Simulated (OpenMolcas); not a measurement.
**How basis sets differ on CH3BTe (SMILES B1C[Te]1)**

The species is CH3BTe (6 atoms), meant as a singlet with charge 0. SMILES: `B1C[Te]1`. The shape comes from GFN2-xTB, which is rough for such elements, and wasn't checked as a minimum.

```xyz
6

B    -0.4759   -0.6038   -0.4708
C     0.1767    0.5830    0.2161
Te    1.0314   -1.3966    0.7085
H    -1.3117   -0.9025   -1.2085
H     0.8617    1.2382   -0.3022
H    -0.2822    1.0818    1.0569
```

Quantity: the dipole moment, in D. The values are calculated.

```tsv
level	kind	program	value (D)	CPU time
HF/STO-3G	Hartree–Fock	OpenMolcas	1.90	2 s
HF/3-21G	Hartree–Fock	OpenMolcas	1.43	2.3 s
HF/def2-SVP (core potential)	Hartree–Fock	OpenMolcas	1.45	4.4 s
HF/ANO-RCC-VDZP (DKH2, RICD fitting)	Hartree–Fock	OpenMolcas	1.59	13 s
HF/def2-TZVP (core potential)	Hartree–Fock	OpenMolcas	1.52	24 s
```

All-electron rows without a relativistic Hamiltonian named are non-relativistic, while core potentials hold scalar relativity, so basis and relativity change together. The values span 1.43 to 1.90 D. Sets without polarisation functions give poor dipoles. Without the sets that lack polarisation functions the rows with a basis span only 1.45 to 1.59 D. Times are those of the runs behind each value, whatever else they computed, on shared processors of several kinds: orders of magnitude only.

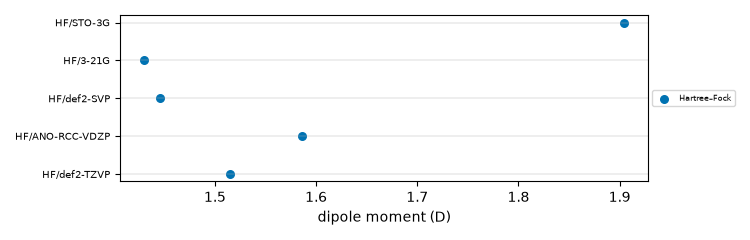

The values of the table, level by level.
